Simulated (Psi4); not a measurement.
# Two attempts at AlH2O (SMILES [O][AlH2])

Aim: the energy of AlH2O at UMP3/6-31G** (fitted SCF, Cartesian functions).

Program for the calculation: Psi4 1.11.

6 further runs of the same task are left out: 3 that didn't finish, 3 set aside as unsound or not needed.

**1. The molecule**

The species is AlH2O (4 atoms), meant as a doublet with charge 0. SMILES: `[O][AlH2]`. Geometry: relaxed at PBE0-D4/def2-TZVP.

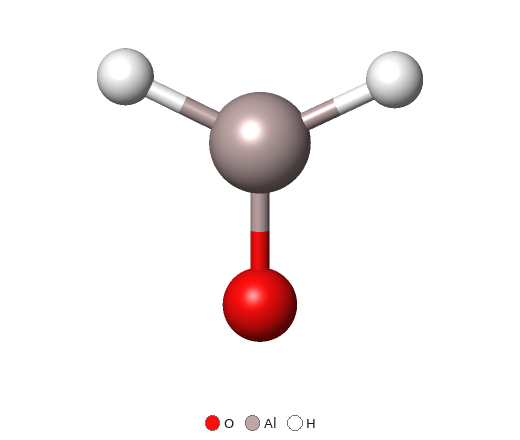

Viewed from a chosen angle; oxygen red, aluminium light grey, hydrogen white.

**2. First attempt**

Contents of alh2o.xyz:

```xyz
4
AlH2O
O      0.062600    -0.856300     1.401400
Al     0.011300     0.029900    -0.080400
H     -1.149600    -0.360800    -1.076000
H      1.131100     1.126800    -0.265300
```

Contents of run.py:

```python
import psi4

psi4.set_memory(1600000000)
psi4.set_num_threads(1)
psi4.set_output_file('psi4.out', False)

with open('alh2o.xyz') as f:
    atoms = ''.join(f.readlines()[2:])
geom = psi4.geometry('1 2\n' + atoms + 'symmetry c1')

psi4.set_options(dict(basis='6-31G**', reference='uhf', scf_type='df', freeze_core=True, mp_type='conv'))

e = psi4.energy("mp3")
print(f'total energy {e:.8f} hartree = {e * 27.211386:.5f} eV')
```

Launch:

```sh
$ python run.py
```

psi4.out:

```text
-----------------------------------------------------------------------
                               Psi4 1.11 release

    h
    h
    h

    -----------------------------------------------------------------------

    Memory:     1.5 GiB
    Threads:    1
                ecpint, einsums, f̶o̶r̶t̶e̶, gauxc, gcp, g̶d̶m̶a̶, geometric, g̶p̶u̶_̶d̶f̶c̶c̶,
                i̶n̶t̶e̶g̶r̶a̶t̶o̶r̶x̶x̶, i̶p̶i̶, libefp, m̶d̶i̶, m̶p̶2̶d̶, m̶r̶c̶c̶, ooo,
                o̶p̶e̶n̶f̶e̶r̶m̶i̶o̶n̶p̶s̶i̶4̶, pcmsolver, p̶s̶i̶4̶f̶o̶c̶k̶c̶i̶, p̶s̶i̶x̶a̶s̶,
                p̶y̶e̶i̶n̶s̶u̶m̶s̶, r̶e̶s̶p̶, s̶i̶m̶i̶n̶t̶, s̶n̶s̶m̶p̶2̶,
                v̶2̶r̶d̶m̶_̶c̶a̶s̶s̶c̶f̶
```

The script printed:

```text
Traceback (most recent call last):
  File "run.py", line 9, in <module>
    geom = psi4.geometry('1 2\n' + atoms + 'symmetry c1')
qcelemental.exceptions.ValidationError: Inconsistent or unspecified chg/mult: sys chg: None, frag chg: [1.0], sys mult: None, frag mult: [2]
```

Run time: 0.97 s. Hardware: 1 thread of AMD EPYC 7B13 (Zen 3), shared host; peak memory 0.13 GiB.

**3. Reading the log**

The program refused the input.

The telling line is `qcelemental.exceptions.ValidationError: Inconsistent or unspecified chg/mult: sys chg: None, frag chg: [1.0], sys mult: None, frag mult: [2]`. Cause: charge and multiplicity as typed don't fit the electron count or the species meant. To mend it: charge 0 in place of 1. That is the species meant; for the charge typed, the multiplicity would have to change.

**4. Second attempt**

alh2o.xyz is that of step 2.

Contents of calc.py:

```python
import psi4

psi4.set_memory('1600 MB')
psi4.set_num_threads(1)
psi4.set_output_file('alh2o.out', False)

with open('alh2o.xyz') as f:
    atoms = ''.join(f.readlines()[2:])
geom = psi4.geometry('0 2\n' + atoms + 'symmetry c1')

psi4.set_options({
    'basis': '6-31G**',
    'reference': 'uhf',
    'scf_type': 'df',
    'freeze_core': True,
    'mp_type': 'conv',
})

e, wfn = psi4.energy('mp3', molecule=geom, return_wfn=True)
print(f'total energy {e:.8f} hartree = {e * 27.211386:.5f} eV')
```

Launch:

```sh
$ python calc.py
```

alh2o.out:

```text
[...]
  Running in c1 symmetry.
[...]
  Nuclear repulsion =   43.785130971524083
[...]
  Multiplicity = 2
[...]
  Nalpha       = 12
  Nbeta        = 11
[...]
    Number of basis functions: 44
[...]
   @DF-UHF iter   1:  -317.48418635878363   -7.95303e-01   1.58047e-02 DIIS/ADIIS
[...]
   @DF-UHF iter  16:  -317.91095081960054   -6.25278e-13   8.71898e-09 DIIS
[...]
   @S^2 Observed:                7.569924755E-01
[...]
    Orbital Energies [Eh]
    ---------------------
    Alpha Occupied:
       1A    -58.482231     2A    -20.605467     3A     -4.907773
       4A     -3.223158     5A     -3.220980     6A     -3.219754
       7A     -1.319850     8A     -0.625729     9A     -0.607461
      10A     -0.531513    11A     -0.512617    12A     -0.447548
    Alpha Virtual:
      13A      0.051780    14A      0.117359    15A      0.143259
      16A      0.181272    17A      0.249685    18A      0.317273
      19A      0.389659    20A      0.438116    21A      0.626536
      22A      0.696511    23A      0.741167    24A      0.758815
      25A      0.928913    26A      1.189206    27A      1.196756
[...]
  @DF-UHF Final Energy:  -317.91095081960054
   => Energetics <=
    Nuclear Repulsion Energy =             43.7851309715240831
    One-Electron Energy =                -528.9051327459034155
    Two-Electron Energy =                 167.2090509547787462
    Total Energy =                       -317.9109508196005436
  UHF NO Occupations:
  HONO-2 :   10  A 1.9987593
  HONO-1 :   11  A 1.9984533
[...]
 Multipole Moments:
 ------------------------------------------------------------------------------------
     Multipole            Electronic (a.u.)      Nuclear  (a.u.)        Total (a.u.)
 ------------------------------------------------------------------------------------
 L = 1.  Multiply by 2.5417464519 to convert [e a0] to [Debye]
 Dipole X            :          0.0338082           -0.0547747           -0.0209665
 Dipole Y            :         -0.5777504            0.9427464            0.3649960
 Dipole Z            :          0.9655242           -1.5760525           -0.6105283
 Magnitude           :                                                    0.7116224
[...]
	SCS-MP2 Total Energy (a.u.)        :  -318.11346901370030
	SOS-MP2 Total Energy (a.u.)        :  -318.11517762959136
[...]
	SOS-PI-MP2 Total Energy (a.u.)     :  -318.13088738420601
[...]
	MP2 Total Energy (a.u.)            :  -318.11005178191817
[...]
	SCS-MP3 Total Energy (a.u.)        :  -318.11820701540086
[...]
	MP3 Total Energy (a.u.)            :  -318.12900378872035
[...]
```

The script printed:

```text
total energy -318.12900379 hartree = -8656.73112 eV
```

Wall time 2.4 s (1 thread of AMD EPYC 7B13 (Zen 3), shared host); peak memory 0.21 GiB.

**5. Outcome**

At UMP3/6-31G** (fitted SCF, Cartesian functions):

| quantity | value |
| --- | --- |
| total energy | -318.12900 Eh |
| HOMO energy (Hartree–Fock orbitals) (highest over α and β) | -12.18 eV |
| LUMO energy (Hartree–Fock orbitals) (lowest over α and β) | 1.41 eV |
| correlation energy (6 core orbitals frozen) | -218.1 mEh |
| ⟨S²⟩ of the reference determinant | 0.757 |
